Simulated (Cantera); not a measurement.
Charge: 1 mol Zr, 0.18 mol N₂O, 73 mol N₂, equilibrated at 100000 Pa.

Method: chemical equilibrium by Gibbs-energy minimisation in Cantera with the NASA 1993 tables (ideal gas, pure condensed phases). Candidate condensed phases: Zr, ZrN, ZrO₂; 13 gas species. Mutual solubility and eutectic melting of coexisting phases are not modelled. ZrN: taken at fixed stoichiometry. Condensed phases not in the tables: solid solutions among these carbides, nitrides and lower oxides. Equilibrium is a limit: real reactors are often held back by kinetics, nucleation or transport.

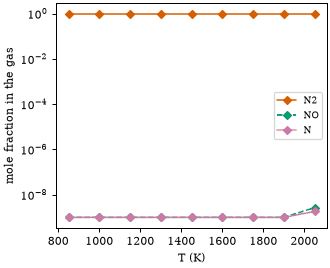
Fig. 1. Equilibrium gas composition (values under 1e-9 drawn at 1e-9)

From 850 K to 1450 K the condensed part is ZrN(s) + ZrO₂(monoclinic). From 1600 K to 2050 K the condensed part is ZrN(s) + ZrO₂(tetragonal).
